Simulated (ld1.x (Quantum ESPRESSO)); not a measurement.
**Tantalum: generating and testing a PAW potential**

Task: generate the file, and judge it by its errors in other configurations, its logarithmic derivatives, its ghosts and its cutoff.

The numbers are computed with ld1.x (Quantum ESPRESSO) 7.5 (PBE, scalar-relativistic, spin-unpolarised reference atom).

### Step 1. Starting point

Typed settings, in words:

```json
{"element": "tantalum (Ta, Z = 73)", "type": "PAW", "frozen core": "[Xe] 4f14", "valence charge": "5", "reference configuration": "5d3 6s1 6p0 (charge +1)", "partial waves": "6s (bound): rcut 2.30, rcutus 2.75 bohr; 6s channel at -0.25 Ry: rcut 2.30, rcutus 2.75 bohr; 6p (bound, empty): rcut 2.80, rcutus 3.65 bohr; 6p channel at 0.2 Ry: rcut 2.80, rcutus 3.65 bohr; 5d (bound): rcut 2.00, rcutus 2.40 bohr; 5d channel at -0.45 Ry: rcut 2.00, rcutus 2.40 bohr", "local potential": "all-electron potential smoothed inside 2.20 bohr (lloc = -1)", "core correction": "Bessel-smoothed model core, default radius (core density twice the valence density)", "augmentation charge": "BG, radius 2.25 bohr"}
```

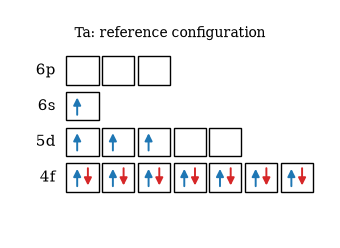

The outer shells as boxes. The arrows follow Hund's rule for the drawing; the calculation itself is spin-unpolarised.

### Step 2. Generating the potential

File Ta.in:

```
 &input
   title='Ta', zed=73., rel=1, dft='PBE', iswitch=3,
   config='[Xe] 4f14 5d3 6s1 6p0',
   nld=3, rlderiv=3.95, eminld=-3.0, emaxld=5.0, deld=0.02
 /
 &inputp
   pseudotype=3, lpaw=.true., tm=.true., lloc=-1, rcloc=2.20,
   nlcc=.true., new_core_ps=.true.,
   which_augfun='BG', rmatch_augfun=2.25,
   file_pseudopw='Ta.UPF', file_wfcaegen='ae.wfc', file_wfcncgen='nc.wfc', file_beta='beta', file_chi='chi', file_wfcusgen='us.wfc'
 /
6
6S  1  0   1.00   0.00  2.30  2.75  0.0
6S  1  0   0.00  -0.25  2.30  2.75  0.0
6P  2  1   0.00   0.00  2.80  3.65  0.0
6P  2  1   0.00   0.20  2.80  3.65  0.0
5D  3  2   3.00   0.00  2.00  2.40  0.0
5D  3  2   0.00  -0.45  2.00  2.40  0.0
 &test
   configts(1)='5d3 6s1 6p0'
 /
```

The run is started by

```bash
$ ld1.x < Ta.in > Ta.out
```

The output, Ta.out (without the banner and most projector matrices):

```text
     Program LD1 v.7.5
     --------------------------- All-electron run ----------------------------

     Ta
     scalar relativistic calculation

     atomic number is 73.00
     dft =PBE   lsd =0 sic =0 latt =0  beta=0.20 tr2=1.0E-14
     Exchange-correlation= PBE
                           (   1   4   3   4   0   0   0)
     mesh =1273 r(mesh) = 100.43799 a.u. xmin = -7.00 dx = 0.01250
     1 Ry =  13.60569312 eV, c = 137.03599908

     n l     nl                  e(Ry)          e(Ha)          e(eV)
     1 0     1S 1( 2.00)     -4952.2937     -2476.1468    -67379.3878
     2 0     2S 1( 2.00)      -851.2847      -425.6424    -11582.3185
     2 1     2P 1( 6.00)      -746.0064      -373.0032    -10149.9341
     3 0     3S 1( 2.00)      -195.4238       -97.7119     -2658.8758
     3 1     3P 1( 6.00)      -164.1162       -82.0581     -2232.9141
     4 0     4S 1( 2.00)       -40.2658       -20.1329      -547.8445
     4 1     4P 1( 6.00)       -29.9979       -14.9989      -408.1416
     3 2     3D 1(10.00)      -127.6105       -63.8052     -1736.2291
     5 0     5S 1( 2.00)        -5.8950        -2.9475       -80.2054
     5 1     5P 1( 6.00)        -3.4266        -1.7133       -46.6216
     4 2     4D 1(10.00)       -16.8605        -8.4303      -229.3988
     4 3     4F 1(14.00)        -2.3451        -1.1725       -31.9067
     5 2     5D 1( 3.00)        -0.7707        -0.3854       -10.4860
     6 0     6S 1( 1.00)        -0.8540        -0.4270       -11.6196
     6 1     6P 1( 0.00)        -0.4860        -0.2430        -6.6128

     final scf error:  6.5E-15 reached in  23 iterations

     Etot =  -31208.505287 Ry,  -15604.252643 Ha, -424613.345757 eV

     Ekin =   34295.619476 Ry,   17147.809738 Ha,  466615.674054 eV
     Encl =  -77044.637138 Ry,  -38522.318569 Ha,-1048245.689675 eV
     Eh   =   12170.344762 Ry,    6085.172381 Ha,  165585.976030 eV
     Exc  =    -629.832386 Ry,    -314.916193 Ha,   -8569.306166 eV

     normalization and overlap integrals

     s(1S/1S) =  1.000000  <r> =   0.0187  <r2> =    0.0005  r(max) =   0.0116
     s(2S/2S) =  1.000000  <r> =   0.0789  <r2> =    0.0074  r(max) =   0.0670
     s(2P/2P) =  1.000000  <r> =   0.0706  <r2> =    0.0061  r(max) =   0.0549
     s(3S/3S) =  1.000000  <r> =   0.2048  <r2> =    0.0479  r(max) =   0.1891
     s(3P/3P) =  1.000000  <r> =   0.2049  <r2> =    0.0487  r(max) =   0.1868
     s(4S/4S) =  1.000000  <r> =   0.4587  <r2> =    0.2376  r(max) =   0.4315
     s(4P/4P) =  1.000000  <r> =   0.4877  <r2> =    0.2706  r(max) =   0.4480
     s(3D/3D) =  1.000000  <r> =   0.1856  <r2> =    0.0404  r(max) =   0.1529
     s(5S/5S) =  1.000000  <r> =   1.1004  <r2> =    1.3617  r(max) =   0.9847
     s(5P/5P) =  1.000000  <r> =   1.2936  <r2> =    1.9006  r(max) =   1.1298
     s(4D/4D) =  1.000000  <r> =   0.5231  <r2> =    0.3173  r(max) =   0.4593
     s(4F/4F) =  1.000000  <r> =   0.6394  <r2> =    0.5209  r(max) =   0.4424
     s(5D/5D) =  1.000000  <r> =   2.1036  <r2> =    5.3109  r(max) =   1.5637
     s(6S/6S) =  1.000000  <r> =   3.0719  <r2> =   10.6446  r(max) =   2.6766
     s(6P/6P) =  1.000000  <r> =   4.0570  <r2> =   18.6351  r(max) =   3.4800

     ------------------------ End of All-electron run ------------------------

     --------------------- Generating PAW atomic setup --------------------

      Generating local potential from pseudized AE potential:
      Matching radius rcloc =   2.2000

      Local pseudo, rcloc= 2.191 Estimated cut-off energy=     4.99 Ry

      Computing core charge for nlcc:

       r > 1.75 : true rho core
      Core charge pseudized with two Bessel functions
      Integrated core pseudo-charge :  13.84
      Wfc-us  6S rcutus= 2.744  Estimated cut-off energy=     5.97 Ry
      Wfc-us  6S rcutus= 2.744  Estimated cut-off energy=     6.94 Ry
      Wfc-us  6P rcutus= 3.613  Estimated cut-off energy=     5.79 Ry
      Wfc-us  6P rcutus= 3.613  Estimated cut-off energy=     7.37 Ry
      Wfc-us  5D rcutus= 2.422  Estimated cut-off energy=    19.70 Ry
      Wfc-us  5D rcutus= 2.422  Estimated cut-off energy=    21.26 Ry

     Required augmentation: BG   radius:    2.250000
     Message from routine us2paw:
     WARNING: using Bloechl style augmentation functions is not a good idea, as analytical overlap are not implemented in pwscf: use BESSEL or GAUSS instead.
     Message from routine us2paw:
     WARNING: using Bloechl style augmentation functions is not a good idea, as analytical overlap are not implemented in pwscf: use BESSEL or GAUSS instead.
     Message from routine us2paw:
     WARNING: using Bloechl style augmentation functions is not a good idea, as analytical overlap are not implemented in pwscf: use BESSEL or GAUSS instead.
     Message from routine us2paw:
     WARNING: using Bloechl style augmentation functions is not a good idea, as analytical overlap are not implemented in pwscf: use BESSEL or GAUSS instead.
     [... 1 repeated line left out ...]
     WARNING: using Bloechl style augmentation functions is not a good idea, as analytical overlap are not implemented in pwscf: use BESSEL or GAUSS instead.
     [... 1 repeated line left out ...]
     WARNING: using Bloechl style augmentation functions is not a good idea, as analytical overlap are not implemented in pwscf: use BESSEL or GAUSS instead.
     [... 1 repeated line left out ...]
     WARNING: using Bloechl style augmentation functions is not a good idea, as analytical overlap are not implemented in pwscf: use BESSEL or GAUSS instead.
     [... 1 repeated line left out ...]
     WARNING: using Bloechl style augmentation functions is not a good idea, as analytical overlap are not implemented in pwscf: use BESSEL or GAUSS instead.
     [... 1 repeated line left out ...]
     WARNING: using Bloechl style augmentation functions is not a good idea, as analytical overlap are not implemented in pwscf: use BESSEL or GAUSS instead.
     [... 1 repeated line left out ...]
     WARNING: using Bloechl style augmentation functions is not a good idea, as analytical overlap are not implemented in pwscf: use BESSEL or GAUSS instead.
     [... 1 repeated line left out ...]
     WARNING: using Bloechl style augmentation functions is not a good idea, as analytical overlap are not implemented in pwscf: use BESSEL or GAUSS instead.
     [... 1 repeated line left out ...]
     WARNING: using Bloechl style augmentation functions is not a good idea, as analytical overlap are not implemented in pwscf: use BESSEL or GAUSS instead.
     [... 1 repeated line left out ...]
     WARNING: using Bloechl style augmentation functions is not a good idea, as analytical overlap are not implemented in pwscf: use BESSEL or GAUSS instead.
     [... 1 repeated line left out ...]
     WARNING: using Bloechl style augmentation functions is not a good idea, as analytical overlap are not implemented in pwscf: use BESSEL or GAUSS instead.
     [... 1 repeated line left out ...]
     WARNING: using Bloechl style augmentation functions is not a good idea, as analytical overlap are not implemented in pwscf: use BESSEL or GAUSS instead.
     [... 1 repeated line left out ...]
     WARNING: using Bloechl style augmentation functions is not a good idea, as analytical overlap are not implemented in pwscf: use BESSEL or GAUSS instead.
     [... 1 repeated line left out ...]
     WARNING: using Bloechl style augmentation functions is not a good idea, as analytical overlap are not implemented in pwscf: use BESSEL or GAUSS instead.
     [... 1 repeated line left out ...]
     WARNING: using Bloechl style augmentation functions is not a good idea, as analytical overlap are not implemented in pwscf: use BESSEL or GAUSS instead.
     [... 1 repeated line left out ...]
     WARNING: using Bloechl style augmentation functions is not a good idea, as analytical overlap are not implemented in pwscf: use BESSEL or GAUSS instead.
     [... 1 repeated line left out ...]
     WARNING: using Bloechl style augmentation functions is not a good idea, as analytical overlap are not implemented in pwscf: use BESSEL or GAUSS instead.
     [... 1 repeated line left out ...]
     WARNING: using Bloechl style augmentation functions is not a good idea, as analytical overlap are not implemented in pwscf: use BESSEL or GAUSS instead.
     [... 1 repeated line left out ...]
     WARNING: using Bloechl style augmentation functions is not a good idea, as analytical overlap are not implemented in pwscf: use BESSEL or GAUSS instead.
     [... 1 repeated line left out ...]
     WARNING: using Bloechl style augmentation functions is not a good idea, as analytical overlap are not implemented in pwscf: use BESSEL or GAUSS instead.
     [... 1 repeated line left out ...]
     WARNING: using Bloechl style augmentation functions is not a good idea, as analytical overlap are not implemented in pwscf: use BESSEL or GAUSS instead.
     [... 1 repeated line left out ...]
     WARNING: using Bloechl style augmentation functions is not a good idea, as analytical overlap are not implemented in pwscf: use BESSEL or GAUSS instead.
     [... 1 repeated line left out ...]
     WARNING: using Bloechl style augmentation functions is not a good idea, as analytical overlap are not implemented in pwscf: use BESSEL or GAUSS instead.
     Gaussians generated with zeta:     6.111883

     Estimated PAW energy = -634.822414 Ryd

     The PAW screened D coefficients
     0.99458     0.88193     0.00000     0.00000     0.00000     0.00000
     0.88193     0.78380     0.00000     0.00000     0.00000     0.00000
     0.00000     0.00000     0.41136     0.41835     0.00000     0.00000
     0.00000     0.00000     0.41835     0.43310     0.00000     0.00000
     0.00000     0.00000     0.00000     0.00000    -0.39507    -0.24361
     0.00000     0.00000     0.00000     0.00000    -0.24361    -0.14860

     The PAW descreened D coefficients (US)
     0.13075     0.09198     0.00000     0.00000     0.00000     0.00000
     0.09198     0.06320     0.00000     0.00000     0.00000     0.00000
     0.00000     0.00000    -0.28373    -0.30213     0.00000     0.00000
     0.00000     0.00000    -0.30213    -0.31861     0.00000     0.00000
     0.00000     0.00000     0.00000     0.00000     0.92987     0.64322
     0.00000     0.00000     0.00000     0.00000     0.64322     0.44378

     ------------------- End of pseudopotential generation -------------------

     [... the all-electron block is printed once more ...]


     Computing logarithmic derivative in   3.96819
     Computing logarithmic derivative in   3.96819
     Computing the partial wave expansion
     R is outside the sphere for l=    0 j= 0.00
     R is outside the sphere for l=    0 j= 0.00
     R is outside the sphere for l=    1 j= 0.00
     R is outside the sphere for l=    1 j= 0.00
     R is outside the sphere for l=    2 j= 0.00
     R is outside the sphere for l=    2 j= 0.00

     ---------------------- Testing the pseudopotential ----------------------

     Ta
     scalar relativistic calculation

     atomic number is 73.00   valence charge is  5.00
     dft = SLA  PW   PBX  PBC   lsd =0 sic =0 latt =0  beta=0.20 tr2=1.0E-14
     mesh =1273 r(mesh) = 100.43799 xmin = -7.00 dx = 0.01250

     n l     nl             e AE (Ry)        e PS (Ry)    De AE-PS (Ry)
     3 2     5D   1( 3.00)       -0.77071       -0.77071        0.00000
     1 0     6S   1( 1.00)       -0.85403       -0.85403        0.00000
     2 1     6P   1( 0.00)       -0.48603       -0.48603        0.00000

     eps = 1.6E-16  iter =  4

     Etot =  -31208.505287 Ry,  -15604.252643 Ha, -424613.345757 eV
     Etotps =  -634.822418 Ry,    -317.411209 Ha,   -8637.199002 eV

     Ekin =      29.339665 Ry,      14.669833 Ha,     399.186482 eV
     Encl =     -40.534145 Ry,     -20.267072 Ha,    -551.495134 eV
     Ehrt =       6.204445 Ry,       3.102223 Ha,      84.415775 eV
     Ecxc =    -629.832383 Ry,    -314.916192 Ha,   -8569.306125 eV
     (Ecc =     -21.283804 Ry,     -10.641902 Ha,    -289.580911 eV)

     ---------------------- End of pseudopotential test ----------------------
```

Run time: 2.2 s. Hardware: 1 thread of Neoverse-V2, shared host. (Generation and the later configuration tests together.)

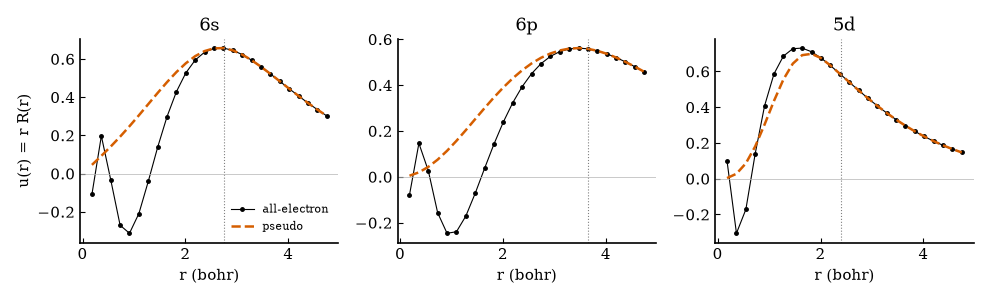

Bound waves of the atom and their pseudo partners (6s, 6p, 5d), with the matching radii dotted. The curves join 26 sampled radii, too few to resolve the innermost nodes.

(Part 1 of 2 ends here.)
